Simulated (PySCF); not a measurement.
# [YI2]+: structure and properties

Task: relax [YI2]+, compute its harmonic modes and analyse its electrons. The structure is generated, not taken from experiment.

The runs use PySCF 2.14.0; PBE0, Y def2-SVP with ECP28, I def2-SVP with ECP28; scalar-relativistic core potentials, no spin–orbit coupling.

1 further run of the same task is left out (for a known fault of the program).

## 1. The system as given

3 atoms, charge 1, spin multiplicity 1.

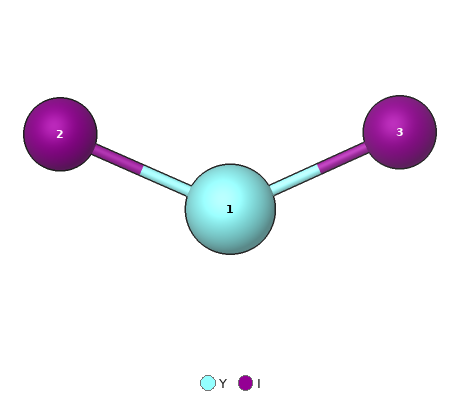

As it starts; yttrium teal, iodine purple; atoms are numbered from 1 in the order of the file.

As a file:

```
Y     0.0000    0.0000    0.0000
I     2.6485    0.0000    1.1853
I    -2.6485    0.0000    1.1853
```

Formal oxidation states: Y +3.

## 2. SCF at the start, singlet

Input file run.py (the lines that set the calculation):

```python
mol = gto.M(atom='''
Y      0.00000     0.00000     0.00000
I      2.64850     0.00000     1.18530
I     -2.64850     0.00000     1.18530''',
    basis={'Y': 'def2-SVP', 'I': 'def2-SVP'},
    ecp={'Y': 'def2-SVP', 'I': 'def2-SVP'},
    charge=1, spin=0)
mf = dft.RKS(mol, xc='PBE0')
mf.grids.atom_grid = (50, 194)
mf = mf.density_fit()  # fitting sets: Y def2-universal-JKFIT, I def2-universal-JKFIT
mf.conv_tol = 1e-08; mf.max_cycle = 55
mf.kernel(dm0)  # dm0: free metal ions and neutral atoms
```

On the command line:

```console
> OMP_NUM_THREADS=2 python run.py
```

Output:

```text
init E= -633.361505586723
  HOMO = -0.472575551276674  LUMO = -0.307652200758834  gap/eV = 4.48779
cycle= 1 E= -633.54468294713  delta_E= -0.183  |g|= 0.343  |ddm|= 1.92
  HOMO = -0.407732289577505  LUMO = -0.369995785001004  gap/eV = 1.02686
cycle= 2 E= -632.850163661367  delta_E= 0.695  |g|=  1.5  |ddm|= 2.33
  HOMO = -0.423894043707602  LUMO = -0.296803435589681  gap/eV = 3.45831
cycle= 3 E= -633.596622357594  delta_E= -0.746  |g|= 0.111  |ddm|=  1.7
  HOMO = -0.44008133640097  LUMO = -0.306878367355079  gap/eV = 3.62464
cycle= 4 E= -633.598959416054  delta_E= -0.00234  |g|= 0.0537  |ddm|= 0.189
  HOMO = -0.440702919415304  LUMO = -0.30055807880276  gap/eV = 3.81354
cycle= 5 E= -633.600253054264  delta_E= -0.00129  |g|= 0.00476  |ddm|= 0.0842
  HOMO = -0.440388326374931  LUMO = -0.299843592744392  gap/eV = 3.82442
cycle= 6 E= -633.600258654698  delta_E= -5.6e-06  |g|= 0.000865  |ddm|= 0.00806
  HOMO = -0.440433168530815  LUMO = -0.299850840431088  gap/eV = 3.82544
cycle= 7 E= -633.600258969622  delta_E= -3.15e-07  |g|= 0.0003  |ddm|= 0.00198
  HOMO = -0.440426893187618  LUMO = -0.29984635031225  gap/eV = 3.82539
cycle= 8 E= -633.600259006936  delta_E= -3.73e-08  |g|= 0.000125  |ddm|= 0.000568
  HOMO = -0.440420901694585  LUMO = -0.299858505104226  gap/eV = 3.82490
cycle= 9 E= -633.60025901688  delta_E= -9.94e-09  |g|= 1.07e-05  |ddm|= 0.000336
  HOMO = -0.4404226840094  LUMO = -0.299856760412435  gap/eV = 3.82499
Extra cycle  E= -633.600259016879  delta_E= 7.96e-13  |g|= 1.7e-05  |ddm|= 5.75e-05
converged SCF energy = -633.600259016879
```

It took 2.3 s on 2 threads of Intel Xeon Platinum 8259CL at 2.50GHz (Skylake/Cascade Lake), shared host; peak memory 0.32 GiB.

Result: E = -633.600259 Eh, HOMO -11.98 eV, LUMO -8.16 eV, Mulliken charge on Y1 +1.16 e. 

## 3. Relaxation, singlet

Steps are kept in the start's point group, C2v.

Input file run.py (the lines that set the calculation):

```python
mol = gto.M(atom='''
Y      0.00000     0.00000    -0.87781
I      2.64850     0.00000     0.30749
I     -2.64850     0.00000     0.30749''',
    basis={'Y': 'def2-SVP', 'I': 'def2-SVP'},
    ecp={'Y': 'def2-SVP', 'I': 'def2-SVP'},
    charge=1, spin=0)
mf = dft.RKS(mol, xc='PBE0')
mf.grids.atom_grid = (50, 194)
mf = mf.density_fit()  # fitting sets: Y def2-universal-JKFIT, I def2-universal-JKFIT
mf.conv_tol = 1e-08; mf.max_cycle = 55
mf.kernel(dm0)  # dm0: an SCF of this state at this start
# quasi-Newton relaxation in Cartesian coordinates to a largest gradient under 0.00045 Eh/bohr, steps kept in the point group
```

On the command line:

```console
> OMP_NUM_THREADS=2 python run.py
```

The driver keeps no SCF log for this step, only its results.

Run time: 26 s. Hardware: 2 threads of Intel Xeon Platinum 8259CL at 2.50GHz (Skylake/Cascade Lake), shared host.

Step by step:

```csv
step,energy from step 1 (eV),largest force component (eV/Å)
1,0.0000,1.5945
2,-0.2599,0.9008
3,-0.3713,0.4889
4,-0.4020,0.2708
5,-0.4335,0.1699
6,-0.4373,0.0575
7,-0.4379,0.0027
```

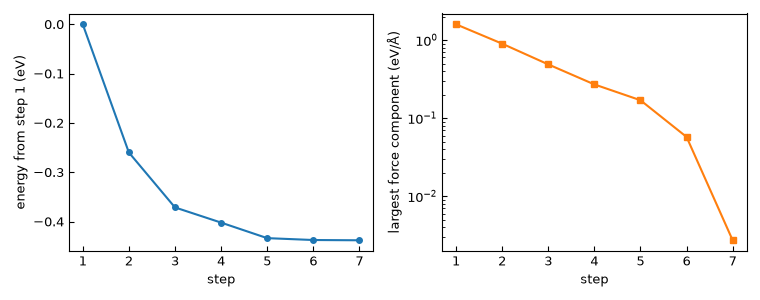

Energy and force, step by step.

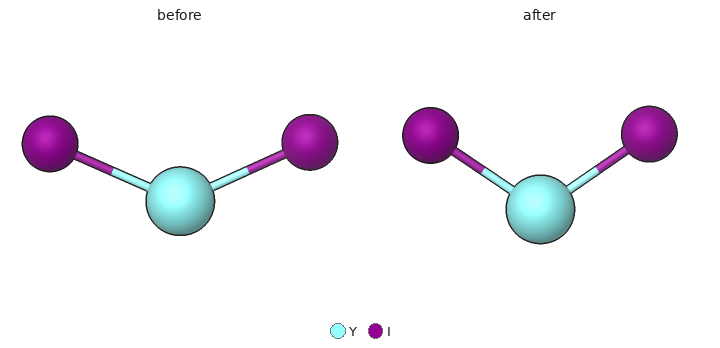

The geometry before (left) and after (right).

Close pairs (by a distance rule), those that changed most:

```csv
bond,before (Å),after (Å),change (Å)
Y1–I2,2.902,2.699,-0.202
Y1–I3,2.902,2.699,-0.202
```

It ends in C2v at E = -633.616351 Eh.

```
Y     0.0000    0.0000   -1.1012
I     2.2306    0.0000    0.4192
I    -2.2306    0.0000    0.4192
```

## 4. The relaxed geometry turned into its symmetry frame

Input file run.py (the lines that set the calculation):

```python
mol = gto.M(atom='''
Y      0.00000     0.00000    -1.12601
I      2.23057     0.00000     0.39443
I     -2.23057     0.00000     0.39443''',
    basis={'Y': 'def2-SVP', 'I': 'def2-SVP'},
    ecp={'Y': 'def2-SVP', 'I': 'def2-SVP'},
    charge=1, spin=0)
mf = dft.RKS(mol, xc='PBE0')
mf.grids.atom_grid = (50, 194)
mf = mf.density_fit()  # fitting sets: Y def2-universal-JKFIT, I def2-universal-JKFIT
mf.conv_tol = 1e-08; mf.max_cycle = 55
mf.kernel(dm0)  # dm0: free metal ions and neutral atoms
```

On the command line:

```console
> OMP_NUM_THREADS=2 python run.py
```

Output:

```text
init E= -633.45799177986
  HOMO = -0.48220756849126  LUMO = -0.307046694980168  gap/eV = 4.76637
cycle= 1 E= -633.575140108837  delta_E= -0.117  |g|= 0.327  |ddm|=  2.1
  HOMO = -0.40354718925331  LUMO = -0.318019298300303  gap/eV = 2.32733
cycle= 2 E= -633.479367167223  delta_E= 0.0958  |g|= 0.621  |ddm|= 1.38
  HOMO = -0.432361418660378  LUMO = -0.266633195043154  gap/eV = 4.50969
cycle= 3 E= -633.606655494036  delta_E= -0.127  |g|= 0.155  |ddm|= 1.01
  HOMO = -0.439251252034135  LUMO = -0.28620518101725  gap/eV = 4.16460
cycle= 4 E= -633.615949327169  delta_E= -0.00929  |g|= 0.0315  |ddm|= 0.262
  HOMO = -0.440569229894741  LUMO = -0.283338229445141  gap/eV = 4.27847
cycle= 5 E= -633.616342777253  delta_E= -0.000393  |g|= 0.00472  |ddm|= 0.0453
  HOMO = -0.440472808398965  LUMO = -0.282832631601123  gap/eV = 4.28961
cycle= 6 E= -633.616350930954  delta_E= -8.15e-06  |g|= 0.000454  |ddm|= 0.00746
  HOMO = -0.440422938633225  LUMO = -0.28279313070608  gap/eV = 4.28933
cycle= 7 E= -633.616351028931  delta_E= -9.8e-08  |g|= 0.000191  |ddm|= 0.00102
  HOMO = -0.440426723213852  LUMO = -0.282815203327734  gap/eV = 4.28883
cycle= 8 E= -633.61635104564  delta_E= -1.67e-08  |g|= 4.42e-05  |ddm|= 0.000309
  HOMO = -0.440425340327565  LUMO = -0.282820583722036  gap/eV = 4.28864
cycle= 9 E= -633.616351046893  delta_E= -1.25e-09  |g|= 5.32e-06  |ddm|= 0.000127
  HOMO = -0.440425633972092  LUMO = -0.282818538318168  gap/eV = 4.28871
Extra cycle  E= -633.616351046851  delta_E= 4.21e-11  |g|= 1.14e-05  |ddm|= 2.65e-05
converged SCF energy = -633.616351046851
```

It took 0.9 s on 2 threads of Intel Xeon Platinum 8259CL at 2.50GHz (Skylake/Cascade Lake), shared host.

It gives: E = -633.616351 Eh, HOMO -11.98 eV, LUMO -7.70 eV, Mulliken charge on Y1 +1.03 e. 

## 5. Frequencies and infrared intensities

run.py (the lines that set the calculation): that of step 4 with these lines changed.

```diff
@@ -10,3 +10,4 @@
 mf = mf.density_fit()  # fitting sets: Y def2-universal-JKFIT, I def2-universal-JKFIT
-mf.conv_tol = 1e-08; mf.max_cycle = 55
-mf.kernel(dm0)  # dm0: free metal ions and neutral atoms
+mf.conv_tol = 1e-10; mf.max_cycle = 55
+mf.kernel(dm0)  # dm0: the density of the relaxed state
+# Hessian and dipole derivatives by central differences of gradients, 0.02 bohr
```

On the command line:

```console
> OMP_NUM_THREADS=2 python run.py
```

The driver keeps no SCF log for this step, only its results.

Wall time 24 s (2 threads of Intel Xeon Platinum 8259CL at 2.50GHz (Skylake/Cascade Lake), shared host).

Point group C2v; negative numbers are unstable modes, and those under 60 cm⁻¹ are near the numerical noise:

```csv
cm⁻¹,km/mol,symmetry
46,3.1,a1
234,16.9,a1
269,81.1,b2
```

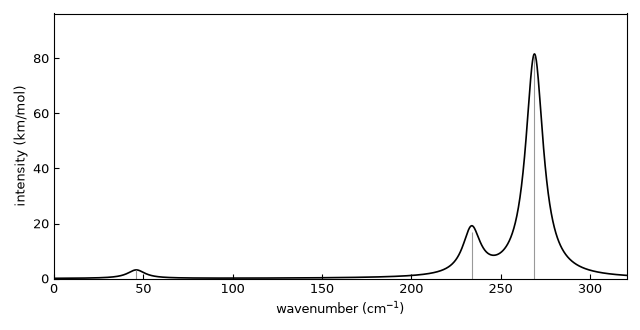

The infrared spectrum from the harmonic lines. Lines are broadened to a width of 12 cm⁻¹ (Lorentzian).

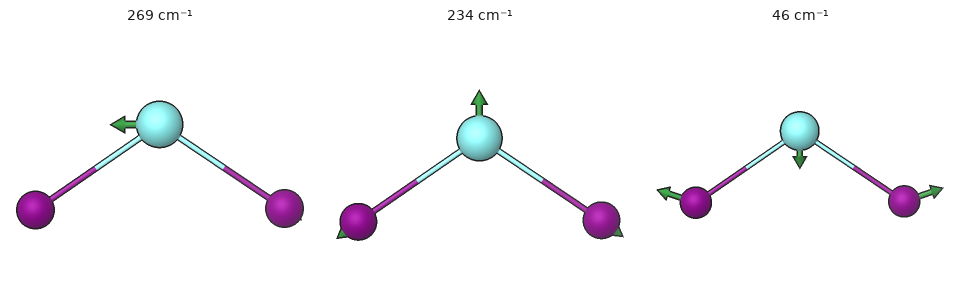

How the atoms move in 3 of the modes.

## 6. Properties on a finer grid

Input file run.py (the lines that set the calculation):

```python
mol = gto.M(atom='''
Y      0.00000     0.00000    -1.10124
I      2.23057     0.00000     0.41920
I     -2.23057     0.00000     0.41920''',
    basis={'Y': 'def2-SVP', 'I': 'def2-SVP'},
    ecp={'Y': 'def2-SVP', 'I': 'def2-SVP'},
    charge=1, spin=0)
mf = dft.RKS(mol, xc='PBE0')
mf.grids.atom_grid = (75, 302)
mf = mf.density_fit()  # fitting sets: Y def2-universal-JKFIT, I def2-universal-JKFIT
mf.conv_tol = 1e-09; mf.max_cycle = 55
mf.kernel(dm0)  # dm0: the density of the relaxed state
```

On the command line:

```console
> OMP_NUM_THREADS=2 python run.py
```

Output:

```text
init E= -633.615960301249
  HOMO = -0.440413912116831  LUMO = -0.282817740992926  gap/eV = 4.28841
cycle= 1 E= -633.615960480753  delta_E= -1.8e-07  |g|= 8.18e-05  |ddm|= 0.00112
  HOMO = -0.440434618619499  LUMO = -0.282815989853066  gap/eV = 4.28902
cycle= 2 E= -633.615960478814  delta_E= 1.94e-09  |g|= 0.000105  |ddm|= 0.000287
  HOMO = -0.440427738157385  LUMO = -0.28282727532724  gap/eV = 4.28853
cycle= 3 E= -633.615960482347  delta_E= -3.53e-09  |g|= 3.6e-05  |ddm|= 0.000209
  HOMO = -0.440426625872434  LUMO = -0.282821965833863  gap/eV = 4.28864
cycle= 4 E= -633.615960482882  delta_E= -5.35e-10  |g|= 6.47e-06  |ddm|= 6.47e-05
  HOMO = -0.440427274788759  LUMO = -0.28282408598668  gap/eV = 4.28860
Extra cycle  E= -633.615960482848  delta_E= 3.4e-11  |g|= 1.09e-05  |ddm|= 2.55e-05
converged SCF energy = -633.615960482848
```

Wall time 7.5 s (2 threads of Intel Xeon Platinum 8259CL at 2.50GHz (Skylake/Cascade Lake), shared host).

Result: E = -633.615960 Eh, HOMO -11.98 eV, LUMO -7.70 eV, Mulliken charge on Y1 +1.03 e, largest force component 0.019 eV/Å. 

Löwdin charges:

```csv
atom,value (e)
Y1,0.23
I2,0.38
I3,0.38
```

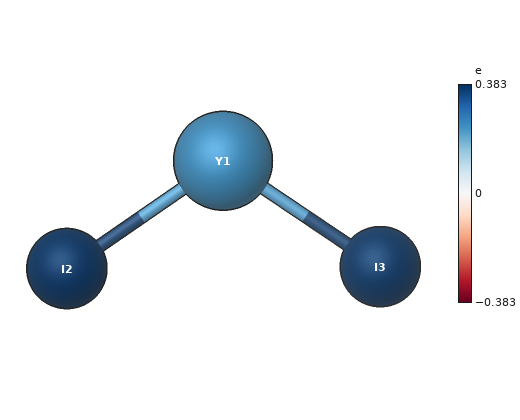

Löwdin charges, as colours on the atoms.

Mulliken charges: Y1 +1.03, I2 -0.02, I3 -0.02 e.

Contacts (the nearest donor of each ligand) and Mayer bond orders:

```csv
contact,distance (Å),bond order
Y1–I2 (I),2.699,1.57
Y1–I3 (I),2.699,1.57
```

Mulliken populations of Y1 outside the core potential: s 2.34, p 6.23, d 1.34, f 0.06.

The fields below are evaluated on a grid from the run's orbitals.

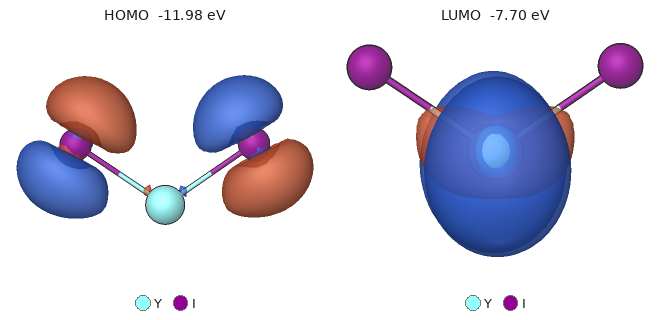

Frontier orbitals at PBE0; each surface holds 70 % of the orbital's density, blue and red mark the sign.

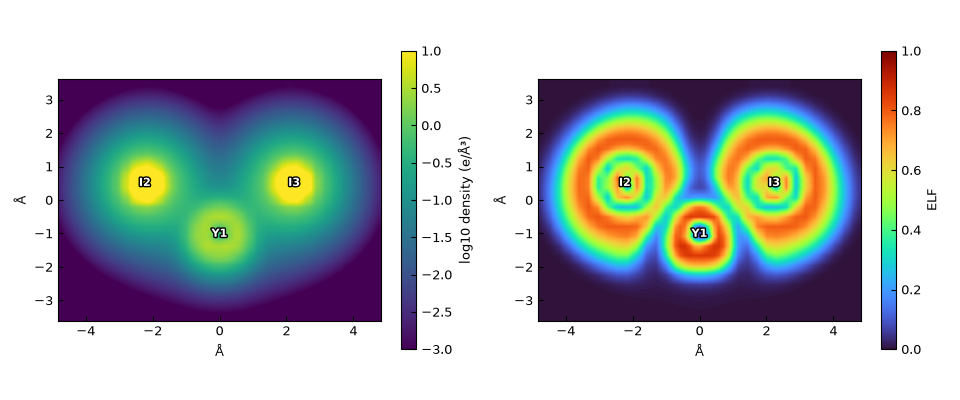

Density (left) and ELF (right) in a plane through or near 3 of the atoms.

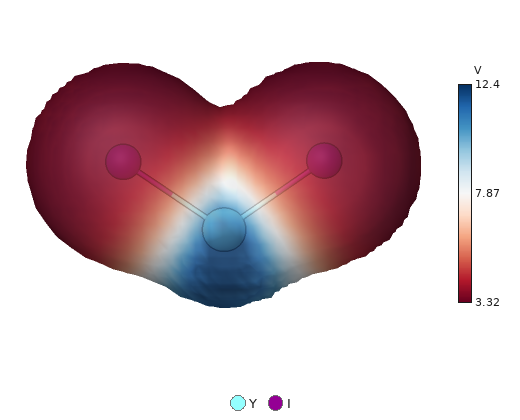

The potential that a unit positive charge feels on the 0.002 e/bohr³ surface, from the 1st to the 99th percentile, from 3.32 V near I3 to 12.42 V near Y1.

## 7. What came out

```
                                              quantity                           value
                                 state and point group                    singlet, C2v
                                                 modes   46 to 269 cm⁻¹, none unstable
strongest infrared band (modes within 1.5 cm⁻¹ summed)            269 cm⁻¹ (81 km/mol)
                                     zero-point energy                        0.034 eV
                               ideal gas, 298 K, 1 bar  S = 340.4, Cp = 56.3 J/(mol K)
                                 metal–ligand contacts                          2.70 Å
                                       frontier levels   HOMO -11.98 eV, LUMO -7.70 eV
                       dipole about the centre of mass                          8.08 D
                                   mean polarisability                         13.3 Å³
```

What this shows: All modes are real within the noise of the softest ones, so the structure is a minimum. The metal carries +0.23 e by Löwdin's partition against a formal +3, and bond orders to the nearest donors reach 1.57. Both measures hang on the basis. One start shape was tried, so another isomer may lie lower. These are double-zeta-type bases without diffuse functions. Spin–orbit coupling is left out.
